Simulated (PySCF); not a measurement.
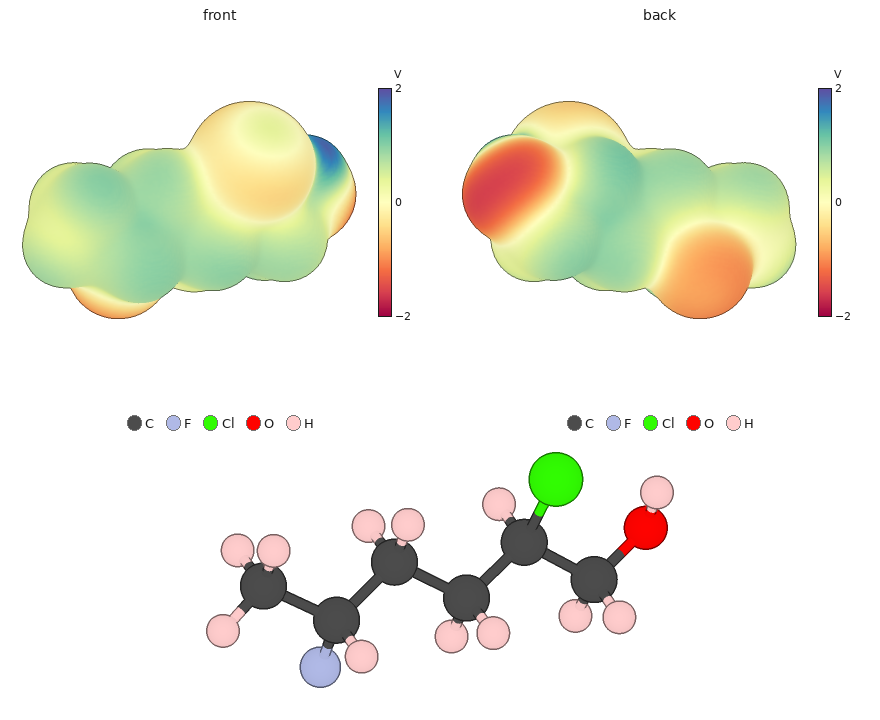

Figure 1: C₆H₁₂ClFO. The electrostatic potential painted on the density surface at 0.002 e/bohr³, seen from the front and from behind; red is negative and blue positive. The bare structure is drawn below in the same view.

Geometry: PBE0-D3(BJ)/def2-SVP.

Computed with PySCF, CAM-B3LYP/def2-SVPD, SCF density, gas phase.

```xyz
21

C    -3.3889    0.2210   -0.3949
C    -2.1076   -0.1546    0.3100
F    -2.1007   -1.5287    0.5112
C    -0.8557    0.2244   -0.4531
C     0.4174   -0.2017    0.2585
C     1.6912    0.0846   -0.5035
Cl    1.8851    1.8740   -0.7652
C     2.9451   -0.4109    0.1951
O     4.1055   -0.1703   -0.5319
H    -4.2588   -0.1159    0.1863
H    -3.4560    1.3114   -0.5223
H    -3.4321   -0.2494   -1.3890
H    -2.0796    0.3090    1.3142
H    -0.8488    1.3148   -0.6118
H    -0.9008   -0.2414   -1.4531
H     0.3753   -1.2895    0.4368
H     0.4766    0.2788    1.2504
H     1.6534   -0.3378   -1.5192
H     2.8517   -1.5031    0.3172
H     2.9788    0.0295    1.2131
H     4.1188    0.7764   -0.7264
```

> Where is the surface potential most negative and most positive?

The most negative region (about −1.5 V, or −35 kcal/mol for a unit charge) lies over O9, the most positive (about +1.7 V, or +39 kcal/mol for a unit charge) over H21. O9 is the likeliest acceptor of a hydrogen bond.
